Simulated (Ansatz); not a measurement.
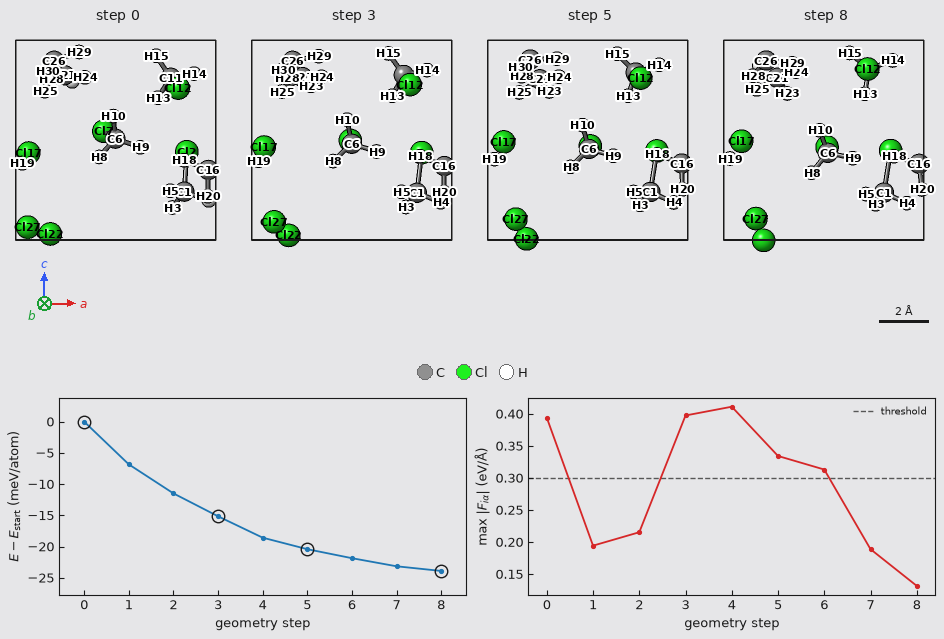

Frames of a relaxation of an amorphous cell of composition H$_{3}$CCl, marked on the history of the run. A ball-and-stick model of the cell of the calculation, seen along the b axis.

The cell holds 6 CH3Cl. The run prepares the start of a later molecular dynamics calculation, from a guessed geometry.

Level of theory: Ansatz, DFT r2SCAN-D3(BJ), scalar-relativistic, plane waves, PAW. Set-up: plane-wave cutoff 500 eV; k-point mesh 1 × 1 × 1; occupations fermi dirac; smearing width 0.05 eV; no spin polarisation; atoms relaxed in a fixed cell; force threshold 0.3 eV/Å; at most 15 steps.

Q: What happens along the run?

A: Over 8 geometry steps the energy falls by 23.9 meV per atom. Largest force component: 0.39 eV/Å at the start, 0.13 eV/Å at the end. The atom that moves furthest is Cl12 (1.14 Å along [−2 −1 2]). By element the largest moves are Cl 1.14 Å, H 0.96 Å, C 0.69 Å. The lattice vectors keep their values. Among the contacts that change: C11–Cl12 1.777 → 1.796 Å, C16–Cl17 1.777 → 1.786 Å. From step 0 to 3: Cl7 moves most (0.58 Å), energy −15.2 meV per atom. From step 3 to 5: Cl and H atoms move most (0.37 Å), energy −5.3 meV per atom. From step 5 to 8: Cl12 moves most (0.57 Å), energy −3.5 meV per atom.

| step | E − E(0), meV/atom | largest force component, eV/Å |
| --- | --- | --- |
| 0 | 0.00 | 0.3939 |
| 1 | -6.84 | 0.1943 |
| 2 | -11.49 | 0.2153 |
| 3 | -15.16 | 0.3974 |
| 4 | -18.58 | 0.4111 |
| 5 | -20.42 | 0.3342 |
| 6 | -21.86 | 0.3131 |
| 7 | -23.16 | 0.1888 |
| 8 | -23.91 | 0.1316 |

Limits of the set-up: the periodic images lie only 8.2 Å apart, so the values are limited by the cell's size.
